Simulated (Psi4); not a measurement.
# FNO-CCSD(T)/DZP (Cholesky decomposition, Cholesky for correlation, Cartesian functions, occ tolerance 3e-05) run of [NO2]− (SMILES O=N[O-])

What is the energy change on altering one bond length of [NO2]− at FNO-CCSD(T)/DZP (Cholesky decomposition, Cholesky for correlation, Cartesian functions, occ tolerance 3e-05)? 

The calculation is run with Psi4 1.11.

2 further runs of the same task are left out: 2 set aside as unsound or not needed.

## Step 1: The structure to begin with

[NO2]− has 3 atoms, charge -1, and is taken as a singlet. As SMILES, `O=N[O-]`. Geometry: relaxed at GFN2-xTB.

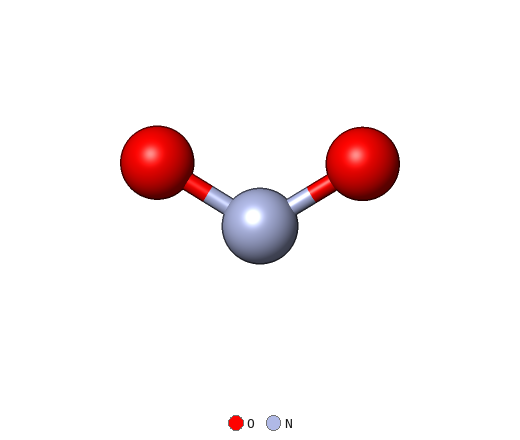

Viewed from a chosen angle; oxygen red, nitrogen light blue.

## Step 2: The energy at FNO-CCSD(T)/DZP (Cholesky decomposition, Cholesky for correlation, Cartesian functions, occ tolerance 3e-05)

Input file no2.xyz:

```xyz
3
NO2
O      0.332300     1.015250     0.295330
N      0.330220    -0.248730     0.154080
O     -0.662520    -0.766520    -0.449410
```

Input file run.py:

```python
import numpy as np
from ase.calculators.psi4 import Psi4
from ase.io import read

a = read('no2.xyz')
calc = Psi4(atoms=a, method='fno-ccsd(t)', basis='DZP', memory='1600MB', num_threads=1, charge=-1, multiplicity=1, label='calc', reference='rhf')
calc.psi4.set_options({'scf_type': 'cd', 'cc_type': 'cd', 'occ_tolerance': 3e-05})
a.calc = calc

print(f'energy: {a.get_potential_energy():.6f} eV')
```

Command:

```
python run.py
```

calc.dat:

```text
[...]
  Running in c1 symmetry.
[...]
  Nuclear repulsion =   62.188361105263091
[...]
  Multiplicity = 1
[...]
  Nalpha       = 12
  Nbeta        = 12
[...]
    Number of basis functions: 48
[...]
   @RHF iter   1:  -204.01565069757251   -9.44041e-01   1.06894e-02 DIIS/ADIIS
[...]
   @RHF iter  12:  -204.11992801668407   -1.70530e-12   4.29058e-09 DIIS
[...]
    Orbital Energies [Eh]
    ---------------------
    Doubly Occupied:
       1A    -20.301830     2A    -20.301753     3A    -15.485244
       4A     -1.243946     5A     -1.052328     6A     -0.601875
       7A     -0.410437     8A     -0.404714     9A     -0.361985
      10A     -0.196481    11A     -0.168923    12A     -0.140987
[...]
  @RHF Final Energy:  -204.11992801668407
   => Energetics <=
    Nuclear Repulsion Energy =             62.1883611052630911
    One-Electron Energy =                -411.2755704986140017
    Two-Electron Energy =                 144.9672813766668469
    Total Energy =                       -204.1199280166840708
[...]
 Multipole Moments:
 ------------------------------------------------------------------------------------
     Multipole            Electronic (a.u.)      Nuclear  (a.u.)        Total (a.u.)
 ------------------------------------------------------------------------------------
 L = 1.  Multiply by 2.5417464519 to convert [e a0] to [Debye]
 Dipole X            :          0.2077516           -0.0024499            0.2053017
 Dipole Y            :         -0.1563116            0.0018454           -0.1544663
 Dipole Z            :          0.0970367           -0.0011431            0.0958936
 Magnitude           :                                                    0.2742338
[...]
      * MP2 total energy:                  -204.694701917279
[...]
      * CCSD total energy:                 -204.695307674968
[...]
      * CCSD(T) total energy                -204.715790164546
[...]
```

The script printed:

```text
energy: -5570.600391 eV
```

It took 3.3 s on 1 thread of Intel Xeon 6975P-C (Granite Rapids), shared host; peak memory 0.21 GiB.

## Step 3: The distorted shape at the same level

Input file job.dat:

```
memory 1600 MB

molecule {
  -1 1
  O
  N 1 r2
  O 2 r3 1 a3

  r2 = 1.7806
  r3 = 1.271943
  a3 = 117.29272
  units angstrom
  symmetry c1
}

set basis DZP
set reference rhf
set scf_type cd
set cc_type cd
set occ_tolerance 3e-05

E, wfn = energy("fno-ccsd(t)", return_wfn=True)
```

Command:

```
psi4 -i job.dat -o job.out -n 1
```

job.out:

```text
[...]
  Running in c1 symmetry.
[...]
  Nuclear repulsion =   52.866356748397486
[...]
  Multiplicity = 1
[...]
  Nalpha       = 12
  Nbeta        = 12
[...]
    Number of basis functions: 48
[...]
   @RHF iter   1:  -203.67292650882433   -1.35656e+00   1.60673e-02 DIIS/ADIIS
[...]
   @RHF iter  18:  -204.00002317702129   -7.38964e-13   2.59770e-09 DIIS
[...]
    Orbital Energies [Eh]
    ---------------------
    Doubly Occupied:
       1A    -20.392077     2A    -20.297719     3A    -15.496044
       4A     -1.220124     5A     -0.919211     6A     -0.665909
       7A     -0.397311     8A     -0.382334     9A     -0.330542
      10A     -0.189684    11A     -0.184266    12A     -0.124118
[...]
  @RHF Final Energy:  -204.00002317702129
   => Energetics <=
    Nuclear Repulsion Energy =             52.8663567483974859
    One-Electron Energy =                -392.5340830821617146
    Two-Electron Energy =                 135.6677031567429310
    Total Energy =                       -204.0000231770212906
[...]
 Multipole Moments:
 ------------------------------------------------------------------------------------
     Multipole            Electronic (a.u.)      Nuclear  (a.u.)        Total (a.u.)
 ------------------------------------------------------------------------------------
 L = 1.  Multiply by 2.5417464519 to convert [e a0] to [Debye]
 Dipole X            :          0.0879987            0.0027954            0.0907941
 Dipole Y            :         -0.8443342            0.0029611           -0.8413731
 Dipole Z            :          0.0000000            0.0000000            0.0000000
 Magnitude           :                                                    0.8462578
[...]
      * MP2 total energy:                  -204.587691963303
[...]
      * CCSD total energy:                 -204.612400144579
[...]
      * CCSD(T) total energy                -204.645373189814
[...]
```

It took 4.2 s on 1 thread of Intel Xeon 6975P-C (Granite Rapids), shared host; peak memory 0.2 GiB.

## Step 4: Summary of results

Level: FNO-CCSD(T)/DZP (Cholesky decomposition, Cholesky for correlation, Cartesian functions, occ tolerance 3e-05).

| quantity | value |
| --- | --- |
| first shape: total energy | -204.71579 Eh |
| first shape: HOMO energy (Hartree–Fock orbitals) | -3.84 eV |
| first shape: LUMO energy (Hartree–Fock orbitals) | 10.58 eV |
| first shape: HOMO–LUMO gap (to an unbound level, set by the basis) | 14.41 eV |
| first shape: correlation energy | -595.9 mEh |
| first shape: (T) correction | -20.48 mEh |
| first shape: T1 diagnostic | 0.020 |
| distorted shape: total energy | -204.64537 Eh |
| distorted shape: HOMO energy (Hartree–Fock orbitals) | -3.38 eV |
| distorted shape: LUMO energy (Hartree–Fock orbitals) | 8.80 eV |
| distorted shape: HOMO–LUMO gap (to an unbound level, set by the basis) | 12.17 eV |
| distorted shape: correlation energy | -645.4 mEh |
| distorted shape: (T) correction | -32.97 mEh |
| distorted shape: T1 diagnostic | 0.066 |
| energy change with the O1–N2 bond stretched from 1.272 to 1.781 Å | 1.916 eV |

What this shows: With the O1–N2 bond stretched from 1.272 to 1.781 Å the energy rises by 1.92 eV (44 kcal/mol). The first shape isn't relaxed at this level, so the change isn't measured from a minimum. The T1 diagnostic (first shape) of 0.020 is above the customary mark for such species, so a single reference may not serve. The triples (first shape) make up 3.4 % of the correlation energy. The T1 diagnostic (distorted shape) of 0.066 is above the customary mark for such species, so a single reference may not serve. The triples (distorted shape) make up 5.1 % of the correlation energy.
